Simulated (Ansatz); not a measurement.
Geometry relaxation of Si₂NH₇ (part 2 of 2)

Si₂NH₇; RKS PBE0-D4/def2-TZVP (Ansatz 0.2.0). 

Geometry of the input (Å):
```
H  1.6752  0.3620  -0.1812
N  0.7232  0.7044  -0.0575
Si 0.2900  1.6945  -1.4857
Si 0.6247  1.6303  1.4705
H  0.9435  1.1243  -2.6816
H  -1.1794  1.7551  -1.5956
H  0.8193  3.0651  -1.2472
H  1.8186  2.5125  1.5303
H  -0.5984  2.4584  1.3770
H  0.6070  0.7359  2.6426
```

### Trajectory as extended XYZ, continued
```
10
Properties=species:S:1:pos:R:3:forces:R:3 step=11 energy=-17352.96037
H     1.7495    0.4373   -0.2104   -0.0141   0.0173   0.0092
N     1.0228    1.1260   -0.0826   -0.0064   0.0085  -0.0218
Si    0.2874    1.7123   -1.5328    0.0156  -0.0121   0.0141
Si    0.6978    1.6560    1.5258    0.0113  -0.0128   0.0047
H     0.8018    0.8908   -2.6596   -0.0024   0.0021   0.0004
H    -1.1938    1.5945   -1.4663    0.0070   0.0052   0.0015
H     0.6087    3.1428   -1.7944   -0.0053  -0.0084  -0.0007
H     1.8709    2.3238    2.1555   -0.0099  -0.0039  -0.0058
H    -0.4201    2.6306    1.4243    0.0058  -0.0072   0.0035
H     0.2988    0.5283    2.4121   -0.0016   0.0114  -0.0053
10
Properties=species:S:1:pos:R:3:forces:R:3 step=12 energy=-17352.96056
H     1.7724    0.4602   -0.2126    0.0009   0.0019   0.0053
N     1.0338    1.1353   -0.0840   -0.0137   0.0140  -0.0168
Si    0.2870    1.7102   -1.5324    0.0057  -0.0036   0.0077
Si    0.6966    1.6538    1.5254    0.0011  -0.0007  -0.0017
H     0.7889    0.8787   -2.6577   -0.0014   0.0032   0.0021
H    -1.1932    1.5965   -1.4484    0.0008  -0.0028   0.0016
H     0.6042    3.1383   -1.8106    0.0048  -0.0056  -0.0027
H     1.8691    2.3066    2.1698    0.0016   0.0007  -0.0009
H    -0.4130    2.6370    1.4211    0.0020  -0.0017   0.0019
H     0.2779    0.5257    2.4007   -0.0018  -0.0055   0.0036
10
Properties=species:S:1:pos:R:3:forces:R:3 step=13 energy=-17352.96072
H     1.8020    0.4950   -0.2151    0.0036  -0.0014   0.0012
N     1.0467    1.1511   -0.0858   -0.0101   0.0044   0.0000
Si    0.2853    1.7087   -1.5325    0.0073  -0.0047  -0.0124
Si    0.6937    1.6508    1.5261    0.0021   0.0059   0.0018
H     0.7702    0.8614   -2.6535   -0.0019  -0.0004   0.0037
H    -1.1937    1.5981   -1.4255    0.0033   0.0054   0.0018
H     0.6051    3.1306   -1.8388   -0.0039  -0.0031   0.0022
H     1.8669    2.2828    2.1895    0.0000   0.0014  -0.0010
H    -0.4057    2.6453    1.4215    0.0004  -0.0017   0.0036
H     0.2534    0.5184    2.3855   -0.0008  -0.0058  -0.0009
10
Properties=species:S:1:pos:R:3:forces:R:3 step=14 energy=-17352.96083
H     1.8245    0.5227   -0.2160   -0.0092   0.0089   0.0015
N     1.0556    1.1637   -0.0871    0.0038  -0.0089   0.0062
Si    0.2853    1.7073   -1.5340    0.0024   0.0035  -0.0127
Si    0.6906    1.6486    1.5269    0.0036  -0.0016   0.0013
H     0.7540    0.8429   -2.6490   -0.0045   0.0028   0.0048
H    -1.1930    1.6081   -1.4075    0.0058   0.0013  -0.0001
H     0.6092    3.1234   -1.8627   -0.0012  -0.0054  -0.0011
H     1.8630    2.2693    2.2026   -0.0036  -0.0009   0.0003
H    -0.4050    2.6473    1.4262   -0.0007  -0.0013   0.0012
H     0.2396    0.5091    2.3720    0.0037   0.0017  -0.0014
10
Properties=species:S:1:pos:R:3:forces:R:3 step=15 energy=-17352.96098
H     1.8463    0.5515   -0.2165   -0.0309   0.0260   0.0028
N     1.0630    1.1760   -0.0881    0.0210  -0.0199   0.0111
Si    0.2865    1.7076   -1.5362   -0.0027   0.0024  -0.0148
Si    0.6866    1.6453    1.5284    0.0055  -0.0117  -0.0038
H     0.7319    0.8208   -2.6437   -0.0044   0.0081   0.0096
H    -1.1912    1.6273   -1.3896    0.0115   0.0021   0.0013
H     0.6225    3.1146   -1.8929    0.0000  -0.0119   0.0010
H     1.8550    2.2616    2.2148   -0.0036  -0.0001  -0.0009
H    -0.4117    2.6414    1.4343   -0.0019  -0.0003  -0.0030
H     0.2348    0.4964    2.3610    0.0054   0.0053  -0.0034
10
Properties=species:S:1:pos:R:3:forces:R:3 step=16 energy=-17352.96116
H     1.8766    0.5931   -0.2169   -0.0774   0.0595   0.0090
N     1.0710    1.1913   -0.0893    0.0560  -0.0439   0.0144
Si    0.2894    1.7092   -1.5400   -0.0025   0.0090  -0.0185
Si    0.6790    1.6382    1.5312    0.0092  -0.0227  -0.0280
H     0.6930    0.7845   -2.6351   -0.0180   0.0283   0.0325
H    -1.1875    1.6726   -1.3595    0.0400   0.0008  -0.0071
H     0.6573    3.0983   -1.9408   -0.0085  -0.0399   0.0074
H     1.8368    2.2642    2.2270   -0.0065  -0.0037   0.0002
H    -0.4337    2.6188    1.4461   -0.0021  -0.0030  -0.0042
H     0.2419    0.4722    2.3487    0.0098   0.0156  -0.0056
10
Properties=species:S:1:pos:R:3:forces:R:3 step=17 energy=-17352.96144
H     1.8758    0.5922   -0.2169   -0.0608   0.0461   0.0082
N     1.0692    1.1881   -0.0889    0.0423  -0.0312   0.0100
Si    0.2912    1.7110   -1.5397   -0.0110   0.0010  -0.0221
Si    0.6779    1.6369    1.5310    0.0084  -0.0200  -0.0202
H     0.6851    0.7826   -2.6348   -0.0089   0.0268   0.0299
H    -1.1856    1.6833   -1.3592    0.0356   0.0046  -0.0010
H     0.6679    3.0970   -1.9423   -0.0060  -0.0358   0.0072
H     1.8319    2.2728    2.2241   -0.0057   0.0019  -0.0028
H    -0.4429    2.6082    1.4444    0.0011  -0.0027  -0.0017
H     0.2530    0.4704    2.3537    0.0048   0.0092  -0.0074
10
Properties=species:S:1:pos:R:3:forces:R:3 step=18 energy=-17352.96231
H     1.8745    0.5906   -0.2177    0.0103  -0.0092   0.0054
N     1.0605    1.1728   -0.0874   -0.0219   0.0138  -0.0106
Si    0.2992    1.7195   -1.5385   -0.0119   0.0053  -0.0383
Si    0.6708    1.6259    1.5304   -0.0141   0.0280   0.0264
H     0.6396    0.7663   -2.6301   -0.0078   0.0198   0.0293
H    -1.1750    1.7627   -1.3421    0.0455   0.0032   0.0023
H     0.7397    3.0808   -1.9617   -0.0132  -0.0344   0.0127
H     1.7969    2.3347    2.2034   -0.0311  -0.0182  -0.0173
H    -0.5003    2.5393    1.4404    0.0339  -0.0274   0.0113
H     0.3179    0.4499    2.3746    0.0105   0.0191  -0.0211
10
Properties=species:S:1:pos:R:3:forces:R:3 step=19 energy=-17352.96270
H     1.8826    0.6023   -0.2171    0.0048  -0.0039   0.0146
N     1.0610    1.1747   -0.0880   -0.0160   0.0199  -0.0265
Si    0.3055    1.7237   -1.5410   -0.0369   0.0008  -0.0358
Si    0.6642    1.6215    1.5297   -0.0076   0.0097   0.0522
H     0.6062    0.7450   -2.6231   -0.0063   0.0427   0.0348
H    -1.1645    1.8100   -1.3249    0.0551   0.0004  -0.0061
H     0.7766    3.0687   -1.9858   -0.0090  -0.0521   0.0083
H     1.7744    2.3569    2.2011   -0.0350  -0.0112  -0.0217
H    -0.5309    2.5045    1.4460    0.0470  -0.0332   0.0065
H     0.3486    0.4349    2.3746    0.0038   0.0269  -0.0264
10
Properties=species:S:1:pos:R:3:forces:R:3 step=20 energy=-17352.96319
H     1.8919    0.6174   -0.2162   -0.0158   0.0116   0.0165
N     1.0639    1.1820   -0.0881    0.0004   0.0094  -0.0270
Si    0.3080    1.7270   -1.5423   -0.0257  -0.0053  -0.0605
Si    0.6603    1.6169    1.5314   -0.0185   0.0017   0.0457
H     0.5779    0.7292   -2.6163   -0.0130   0.0469   0.0479
H    -1.1576    1.8465   -1.3108    0.0659   0.0025  -0.0078
H     0.8067    3.0533   -2.0147   -0.0205  -0.0548   0.0217
H     1.7556    2.3723    2.2039   -0.0232  -0.0138  -0.0140
H    -0.5504    2.4780    1.4546    0.0403  -0.0300   0.0006
H     0.3674    0.4199    2.3700    0.0100   0.0317  -0.0232
10
Properties=species:S:1:pos:R:3:forces:R:3 step=21 energy=-17352.96383
H     1.9040    0.6388   -0.2136   -0.0327   0.0249   0.0161
N     1.0686    1.1944   -0.0888    0.0189  -0.0126  -0.0191
Si    0.3121    1.7291   -1.5460   -0.0258   0.0190  -0.0544
Si    0.6545    1.6115    1.5334   -0.0142  -0.0124   0.0191
H     0.5401    0.7054   -2.6064   -0.0174   0.0559   0.0560
H    -1.1453    1.8971   -1.2932    0.0682  -0.0112  -0.0151
H     0.8409    3.0328   -2.0495   -0.0202  -0.0653   0.0186
H     1.7314    2.3883    2.2091   -0.0103  -0.0071  -0.0042
H    -0.5752    2.4439    1.4637    0.0259  -0.0217   0.0000
H     0.3927    0.4012    2.3627    0.0075   0.0306  -0.0171
10
Properties=species:S:1:pos:R:3:forces:R:3 step=22 energy=-17352.96451
H     1.9137    0.6607   -0.2112   -0.0163   0.0147   0.0083
N     1.0710    1.2053   -0.0893    0.0059   0.0005   0.0045
Si    0.3170    1.7358   -1.5490   -0.0257  -0.0006  -0.0685
Si    0.6482    1.6046    1.5356   -0.0169  -0.0113   0.0139
H     0.4926    0.6844   -2.5922   -0.0111   0.0565   0.0504
H    -1.1305    1.9536   -1.2788    0.0749   0.0026  -0.0138
H     0.8883    3.0069   -2.0896   -0.0357  -0.0654   0.0316
H     1.7028    2.4115    2.2124   -0.0175  -0.0097  -0.0068
H    -0.6078    2.3976    1.4739    0.0342  -0.0212   0.0009
H     0.4285    0.3820    2.3596    0.0083   0.0340  -0.0205
10
Properties=species:S:1:pos:R:3:forces:R:3 step=23 energy=-17352.96498
H     1.9211    0.6743   -0.2089    0.0053  -0.0012   0.0027
N     1.0726    1.2095   -0.0896   -0.0111   0.0024   0.0110
Si    0.3207    1.7364   -1.5514   -0.0295   0.0457  -0.0576
Si    0.6436    1.5983    1.5363   -0.0248   0.0142   0.0218
H     0.4585    0.6701   -2.5847   -0.0156   0.0497   0.0496
H    -1.1158    2.0041   -1.2677    0.0722  -0.0242  -0.0154
H     0.9190    2.9860   -2.1124   -0.0243  -0.0685   0.0251
H     1.6783    2.4337    2.2120   -0.0275  -0.0269  -0.0150
H    -0.6320    2.3609    1.4785    0.0450  -0.0315   0.0022
H     0.4576    0.3691    2.3593    0.0103   0.0403  -0.0243
10
Properties=species:S:1:pos:R:3:forces:R:3 step=24 energy=-17352.96552
H     1.9253    0.6827   -0.2076    0.0065  -0.0021   0.0035
N     1.0733    1.2128   -0.0899   -0.0102   0.0080   0.0087
Si    0.3241    1.7401   -1.5527   -0.0401   0.0217  -0.0444
Si    0.6395    1.5956    1.5360   -0.0111   0.0069   0.0301
H     0.4317    0.6628   -2.5770   -0.0052   0.0432   0.0354
H    -1.1055    2.0325   -1.2612    0.0670  -0.0111  -0.0140
H     0.9438    2.9716   -2.1281   -0.0237  -0.0534   0.0199
H     1.6616    2.4463    2.2121   -0.0310  -0.0192  -0.0184
H    -0.6495    2.3350    1.4813    0.0454  -0.0271   0.0017
H     0.4794    0.3629    2.3586    0.0022   0.0331  -0.0224
10
Properties=species:S:1:pos:R:3:forces:R:3 step=25 energy=-17352.96633
H     1.9343    0.6972   -0.2056   -0.0063   0.0047   0.0018
N     1.0757    1.2179   -0.0898    0.0063   0.0010   0.0019
Si    0.3282    1.7454   -1.5534   -0.0184  -0.0039  -0.0365
Si    0.6346    1.5886    1.5366   -0.0181   0.0147   0.0179
H     0.3856    0.6533   -2.5646   -0.0056   0.0227   0.0236
H    -1.0857    2.0873   -1.2474    0.0450  -0.0012  -0.0099
H     0.9854    2.9414   -2.1567   -0.0202  -0.0211   0.0180
H     1.6276    2.4741    2.2100   -0.0169  -0.0230  -0.0080
H    -0.6760    2.2864    1.4859    0.0243  -0.0147  -0.0003
H     0.5140    0.3509    2.3565    0.0098   0.0207  -0.0084
10
Properties=species:S:1:pos:R:3:forces:R:3 step=26 energy=-17352.96679
H     1.9474    0.7185   -0.2013   -0.0252   0.0136   0.0075
N     1.0799    1.2266   -0.0904    0.0231  -0.0061  -0.0169
Si    0.3361    1.7500   -1.5573   -0.0324   0.0039  -0.0198
Si    0.6240    1.5807    1.5358    0.0064  -0.0084   0.0296
H     0.3169    0.6340   -2.5457    0.0034   0.0479   0.0308
H    -1.0517    2.1697   -1.2307    0.0359  -0.0143  -0.0147
H     1.0388    2.9021   -2.1943   -0.0115  -0.0385   0.0072
H     1.5794    2.5050    2.2106   -0.0185  -0.0012  -0.0114
H    -0.7170    2.2179    1.4898    0.0282  -0.0137   0.0014
H     0.5698    0.3378    2.3550   -0.0095   0.0166  -0.0137
10
Properties=species:S:1:pos:R:3:forces:R:3 step=27 energy=-17352.96709
H     1.9493    0.7226   -0.2015   -0.0134   0.0078   0.0025
N     1.0817    1.2299   -0.0902    0.0091   0.0006  -0.0028
Si    0.3362    1.7521   -1.5568   -0.0132  -0.0024  -0.0242
Si    0.6242    1.5784    1.5369   -0.0086  -0.0031   0.0149
H     0.3054    0.6341   -2.5407   -0.0010   0.0251   0.0202
H    -1.0473    2.1830   -1.2293    0.0303  -0.0063  -0.0075
H     1.0491    2.8914   -2.2042   -0.0140  -0.0214   0.0134
H     1.5699    2.5123    2.2116   -0.0105  -0.0081  -0.0060
H    -0.7216    2.2047    1.4918    0.0203  -0.0093   0.0005
H     0.5768    0.3340    2.3538    0.0010   0.0171  -0.0109
10
Properties=species:S:1:pos:R:3:forces:R:3 step=28 energy=-17352.96727
H     1.9520    0.7280   -0.2011    0.0012   0.0003   0.0002
N     1.0840    1.2340   -0.0904   -0.0044   0.0030   0.0065
Si    0.3373    1.7533   -1.5572   -0.0012   0.0039  -0.0086
Si    0.6230    1.5760    1.5373   -0.0075   0.0047  -0.0019
H     0.2892    0.6315   -2.5342   -0.0017   0.0052   0.0051
H    -1.0388    2.2013   -1.2266    0.0120  -0.0023  -0.0019
H     1.0603    2.8795   -2.2139   -0.0066  -0.0084   0.0056
H     1.5575    2.5200    2.2129   -0.0044  -0.0096  -0.0020
H    -0.7285    2.1885    1.4930    0.0084  -0.0049   0.0001
H     0.5876    0.3303    2.3516    0.0042   0.0081  -0.0031
10
Properties=species:S:1:pos:R:3:forces:R:3 step=29 energy=-17352.96740
H     1.9577    0.7393   -0.1996    0.0058  -0.0019   0.0001
N     1.0869    1.2406   -0.0904   -0.0084   0.0062   0.0081
Si    0.3400    1.7564   -1.5583    0.0009  -0.0018  -0.0075
Si    0.6189    1.5722    1.5375    0.0012  -0.0001  -0.0050
H     0.2575    0.6260   -2.5230   -0.0019   0.0033   0.0035
H    -1.0229    2.2370   -1.2206    0.0087   0.0014  -0.0026
H     1.0842    2.8571   -2.2338   -0.0077  -0.0046   0.0068
H     1.5348    2.5326    2.2152   -0.0045  -0.0032  -0.0022
H    -0.7447    2.1567    1.4955    0.0059  -0.0021   0.0001
H     0.6113    0.3245    2.3490   -0.0001   0.0029  -0.0013
10
Properties=species:S:1:pos:R:3:forces:R:3 step=30 energy=-17352.96745
H     1.9661    0.7528   -0.1979    0.0004   0.0002   0.0002
N     1.0910    1.2474   -0.0905    0.0023   0.0001   0.0046
Si    0.3434    1.7586   -1.5594   -0.0129   0.0054  -0.0090
Si    0.6151    1.5671    1.5375   -0.0061   0.0008  -0.0019
H     0.2202    0.6188   -2.5101    0.0018   0.0161   0.0116
H    -1.0034    2.2793   -1.2141    0.0131  -0.0077  -0.0048
H     1.1088    2.8324   -2.2545   -0.0048  -0.0132   0.0053
H     1.5078    2.5479    2.2172   -0.0028  -0.0066  -0.0020
H    -0.7614    2.1207    1.4972    0.0077  -0.0037  -0.0005
H     0.6362    0.3174    2.3462    0.0014   0.0085  -0.0034
10
Properties=species:S:1:pos:R:3:forces:R:3 step=31 energy=-17352.96749
H     1.9667    0.7544   -0.1979    0.0029  -0.0006  -0.0003
N     1.0915    1.2488   -0.0905   -0.0038   0.0020   0.0074
Si    0.3432    1.7591   -1.5593   -0.0022   0.0020  -0.0051
Si    0.6145    1.5669    1.5374    0.0015  -0.0005  -0.0040
H     0.2174    0.6193   -2.5083   -0.0006   0.0030   0.0028
H    -1.0023    2.2817   -1.2142    0.0055  -0.0015  -0.0010
H     1.1109    2.8291   -2.2567   -0.0034  -0.0034   0.0032
H     1.5061    2.5476    2.2182   -0.0024  -0.0009  -0.0017
H    -0.7627    2.1181    1.4971    0.0040  -0.0013  -0.0001
H     0.6383    0.3174    2.3457   -0.0015   0.0013  -0.0012
10
Properties=species:S:1:pos:R:3:forces:R:3 step=32 energy=-17352.96749
H     1.9683    0.7565   -0.1978    0.0017  -0.0001  -0.0003
N     1.0924    1.2496   -0.0905   -0.0003   0.0003   0.0050
Si    0.3434    1.7593   -1.5592   -0.0010   0.0000  -0.0003
Si    0.6143    1.5663    1.5372   -0.0001  -0.0001  -0.0047
H     0.2134    0.6188   -2.5064    0.0000  -0.0004  -0.0008
H    -1.0002    2.2851   -1.2131    0.0001   0.0009   0.0001
H     1.1127    2.8265   -2.2585   -0.0005  -0.0002   0.0002
H     1.5035    2.5487    2.2184    0.0001  -0.0004   0.0002
H    -0.7636    2.1150    1.4965   -0.0001   0.0002   0.0000
H     0.6394    0.3166    2.3450    0.0000  -0.0002   0.0006
10
Properties=species:S:1:pos:R:3:forces:R:3 step=33 energy=-17352.96750
H     1.9704    0.7595   -0.1976   -0.0001   0.0005  -0.0003
N     1.0933    1.2508   -0.0905    0.0013  -0.0007   0.0016
Si    0.3436    1.7594   -1.5592    0.0006   0.0007   0.0002
Si    0.6137    1.5655    1.5371    0.0000   0.0002  -0.0015
H     0.2080    0.6179   -2.5044   -0.0009  -0.0012  -0.0004
H    -0.9973    2.2908   -1.2118   -0.0013  -0.0002   0.0002
H     1.1157    2.8224   -2.2616    0.0008   0.0010  -0.0006
H     1.4999    2.5499    2.2191    0.0006   0.0001   0.0003
H    -0.7656    2.1105    1.4961   -0.0009   0.0003  -0.0001
H     0.6420    0.3156    2.3443   -0.0003  -0.0007   0.0006
10
Properties=species:S:1:pos:R:3:forces:R:3 step=34 energy=-17352.96750
H     1.9726    0.7628   -0.1974   -0.0013   0.0009  -0.0002
N     1.0945    1.2522   -0.0905    0.0026  -0.0005  -0.0014
Si    0.3440    1.7597   -1.5592   -0.0011  -0.0011   0.0005
Si    0.6132    1.5648    1.5369   -0.0005  -0.0001   0.0017
H     0.2025    0.6168   -2.5020    0.0004  -0.0001  -0.0003
H    -0.9949    2.2957   -1.2106   -0.0004   0.0004   0.0001
H     1.1186    2.8187   -2.2649    0.0005   0.0003  -0.0004
H     1.4968    2.5508    2.2201    0.0003   0.0001   0.0001
H    -0.7675    2.1065    1.4955   -0.0004   0.0004  -0.0001
H     0.6439    0.3145    2.3435   -0.0002  -0.0003   0.0001
```

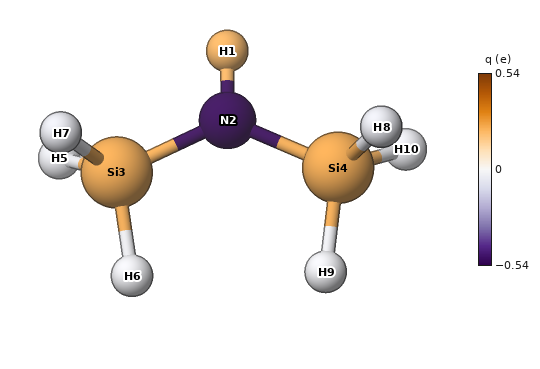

*Mulliken charges, as the colour of each atom (ball-and-stick view, seen at a tilt; atoms are numbered from 1 in the order of the input; Mulliken charges depend strongly on the basis).*

By element: H −0.04 to +0.22, N −0.52 and Si +0.24 e.

### Summary

- outcome: converged
- total energy: −17352.9675 eV
- mean-field energy: −17352.8043 eV
- dispersion energy: −0.1633 eV
- SCF solution under orbital rotations: stable
- largest force (length of the vector) at the end: 0.003 eV/Å
- dipole moment: 0.95 D
- wall time: 43 s (CPU time 2.5 min)
- peak memory: 1.2 GiB
